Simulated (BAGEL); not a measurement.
# CH5FOSi (SMILES CO[SiH2]F): HF/def2-SVP (density fitting with qzvpp-jkfit)

Aim: the energy change on altering one bond length of CH5FOSi at HF/def2-SVP (density fitting with qzvpp-jkfit), from 2 runs. 

Program for the calculation: BAGEL 1.2.2.

5 further runs of the same task are left out: 5 that didn't finish.

## Step 1: The structure to begin with

CH5FOSi: 9 atoms, total charge 0, spin state singlet. SMILES: `CO[SiH2]F`. Geometry: relaxed at PBE0-D4/def2-TZVP. This is one conformer, not always the lowest.

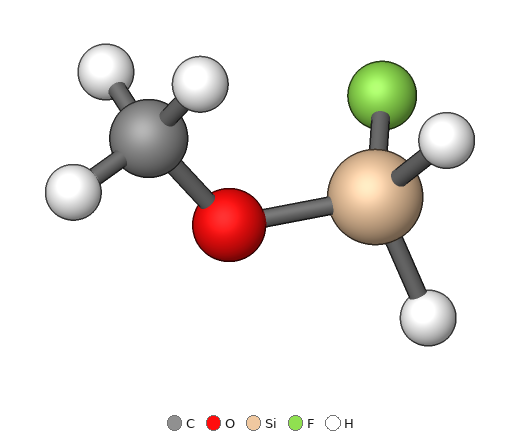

The structure, seen from a chosen angle (carbon grey, oxygen red, silicon light orange, fluorine green, hydrogen white).

## Step 2: A single-point energy at HF/def2-SVP (density fitting with qzvpp-jkfit)

File input.json:

```json
{ "bagel": [

{
  "title": "molecule",
  "basis": "svp",
  "df_basis": "qzvpp-jkfit",
  "angstrom": true,
  "geometry": [
    { "atom": "C", "xyz": [   -0.280200,    1.150700,   -0.688400 ] },
    { "atom": "O", "xyz": [   -0.743600,   -0.064200,   -0.138000 ] },
    { "atom": "Si", "xyz": [    0.168900,   -1.127700,    0.679900 ] },
    { "atom": "F", "xyz": [    1.202000,   -1.865200,   -0.290100 ] },
    { "atom": "H", "xyz": [    0.189600,    0.979000,   -1.660800 ] },
    { "atom": "H", "xyz": [   -1.135900,    1.813600,   -0.823000 ] },
    { "atom": "H", "xyz": [    0.443400,    1.643500,   -0.029000 ] },
    { "atom": "H", "xyz": [   -0.748200,   -2.141700,    1.231900 ] },
    { "atom": "H", "xyz": [    0.992400,   -0.434200,    1.700300 ] }
  ]
},
{ "title": "hf" },
{ "title": "print", "file": "orbitals.molden", "orbitals": true }

]}
```

Command:

```
$ BAGEL_NUM_THREADS=1 BAGEL input.json > input.out
```

The program printed:

```text
* using 1 threads per process

  ===============================================================
  ===============================================================

  *** Geometry ***

  { "atom" : "C", "xyz" : [     -0.529501,      2.174508,     -1.300887 ] },
  { "atom" : "O", "xyz" : [     -1.405200,     -0.121320,     -0.260782 ] },
  { "atom" : "Si", "xyz" : [      0.319175,     -2.131044,      1.284825 ] },
  { "atom" : "F", "xyz" : [      2.271451,     -3.524717,     -0.548210 ] },
  { "atom" : "H", "xyz" : [      0.358292,      1.850042,     -3.138457 ] },
  { "atom" : "H", "xyz" : [     -2.146540,      3.427207,     -1.555245 ] },
  { "atom" : "H", "xyz" : [      0.837905,      3.105765,     -0.054802 ] },
  { "atom" : "H", "xyz" : [     -1.413893,     -4.047226,      2.327954 ] },
  { "atom" : "H", "xyz" : [      1.875364,     -0.820519,      3.213101 ] },

  Number of auxiliary basis functions:      447

  Since a DF basis is specified, we compute 2- and 3-index integrals:
    o Being stored without compression. Storage requirement is 0.026 GB

  Number of basis functions:       85
  Number of electrons      :       42

    * METHOD: MOLECULE                             0.21

  *** RHF ***

  === Nuclear Repulsion ===
   182.2719745510

      * DIIS with orbital gradients will be used.

  === RHF iteration (svp) ===
      0       -503.63253290          0.01885402           0.07
      1       -503.77333554          0.01194211           0.07
      2       -503.84265306          0.00123643           0.06
      3       -503.84374545          0.00031205           0.06
      4       -503.84379065          0.00006783           0.06
      5       -503.84379348          0.00001989           0.06
      6       -503.84379373          0.00000659           0.07
      7       -503.84379377          0.00000140           0.06
      8       -503.84379377          0.00000044           0.06
      9       -503.84379377          0.00000020           0.07
     10       -503.84379377          0.00000005           0.06
     11       -503.84379377          0.00000002           0.06
     12       -503.84379377          0.00000001           0.06
    * SCF iteration converged.

    * Permanent dipole moment:
           (    0.011759,    -0.712112,    -0.196091) a.u.

    * METHOD: HF                                   1.02

    * METHOD: PRINT                                0.02

  ===============================================================
```

Wall time 1.4 s (1 thread of Arm Neoverse V1, shared host); peak memory 0.11 GiB.

## Step 3: The distorted shape

File input.json:

```json
{ "bagel" : [

{
  "title" : "molecule",
  "basis" : "svp",
  "df_basis" : "qzvpp-jkfit",
  "angstrom" : true,
  "geometry" : [
    { "atom" : "C", "xyz" : [      -0.553946,       1.469745,      -0.933766 ] },
    { "atom" : "O", "xyz" : [      -1.017346,       0.254845,      -0.383366 ] },
    { "atom" : "Si", "xyz" : [       0.168900,      -1.127700,       0.679900 ] },
    { "atom" : "F", "xyz" : [       1.202000,      -1.865200,      -0.290100 ] },
    { "atom" : "H", "xyz" : [      -0.084146,       1.298045,      -1.906166 ] },
    { "atom" : "H", "xyz" : [      -1.409646,       2.132645,      -1.068366 ] },
    { "atom" : "H", "xyz" : [       0.169654,       1.962545,      -0.274366 ] },
    { "atom" : "H", "xyz" : [      -0.748200,      -2.141700,       1.231900 ] },
    { "atom" : "H", "xyz" : [       0.992400,      -0.434200,       1.700300 ] }
  ]
},

{ "title" : "hf" },

{ "title" : "print", "file" : "orbitals.molden", "orbitals" : true }

]}
```

Command:

```
$ BAGEL_NUM_THREADS=1 BAGEL input.json > input.out
```

The program printed:

```text
* using 1 threads per process

  ===============================================================
  ===============================================================

  *** Geometry ***

  { "atom" : "C", "xyz" : [     -1.046806,      2.777416,     -1.764562 ] },
  { "atom" : "O", "xyz" : [     -1.922505,      0.481587,     -0.724457 ] },
  { "atom" : "Si", "xyz" : [      0.319175,     -2.131044,      1.284825 ] },
  { "atom" : "F", "xyz" : [      2.271451,     -3.524717,     -0.548210 ] },
  { "atom" : "H", "xyz" : [     -0.159013,      2.452950,     -3.602132 ] },
  { "atom" : "H", "xyz" : [     -2.663845,      4.030115,     -2.018919 ] },
  { "atom" : "H", "xyz" : [      0.320600,      3.708673,     -0.518477 ] },
  { "atom" : "H", "xyz" : [     -1.413893,     -4.047226,      2.327954 ] },
  { "atom" : "H", "xyz" : [      1.875364,     -0.820519,      3.213101 ] },

  Number of auxiliary basis functions:      447

  Since a DF basis is specified, we compute 2- and 3-index integrals:
    o Being stored without compression. Storage requirement is 0.026 GB

  Number of basis functions:       85
  Number of electrons      :       42

    * METHOD: MOLECULE                             0.20

  *** RHF ***

  === Nuclear Repulsion ===
   166.6258571022

      * DIIS with orbital gradients will be used.

  === RHF iteration (svp) ===
      0       -503.49659485          0.02112726           0.07
      1       -503.64113779          0.01572028           0.06
      2       -503.76545184          0.00169296           0.06
      3       -503.76731433          0.00079992           0.06
      4       -503.76769529          0.00015442           0.06
      5       -503.76772635          0.00005930           0.06
      6       -503.76773183          0.00002651           0.06
      7       -503.76773323          0.00000562           0.06
      8       -503.76773329          0.00000179           0.06
      9       -503.76773330          0.00000059           0.06
     10       -503.76773330          0.00000032           0.06
     11       -503.76773330          0.00000008           0.06
     12       -503.76773330          0.00000002           0.06
     13       -503.76773330          0.00000001           0.06
     14       -503.76773330          0.00000000           0.06
    * SCF iteration converged.

    * Permanent dipole moment:
           (   -0.382346,    -0.015451,    -0.737031) a.u.

    * METHOD: HF                                   1.13

    * METHOD: PRINT                                0.02

  ===============================================================
```

It took 1.5 s on 1 thread of Arm Neoverse V1, shared host; peak memory 0.11 GiB.

## Step 4: What came out

Level: HF/def2-SVP (density fitting with qzvpp-jkfit).

| quantity | value |
| --- | --- |
| first shape: total energy | -503.84379 Eh |
| first shape: dipole moment | 1.88 D |
| first shape: HOMO energy | -12.69 eV |
| first shape: LUMO energy | 4.67 eV |
| first shape: HOMO–LUMO gap | 17.36 eV |
| distorted shape: total energy | -503.76773 Eh |
| distorted shape: dipole moment | 2.11 D |
| distorted shape: HOMO energy | -11.33 eV |
| distorted shape: LUMO energy | 3.31 eV |
| distorted shape: HOMO–LUMO gap | 14.64 eV |
| energy change with the O2–Si3 bond stretched from 1.623 to 2.109 Å | 2.070 eV |

With the O2–Si3 bond stretched from 1.623 to 2.109 Å the energy rises by 2.07 eV (200 kJ/mol). The first shape isn't relaxed at this level, so the change isn't measured from a minimum.
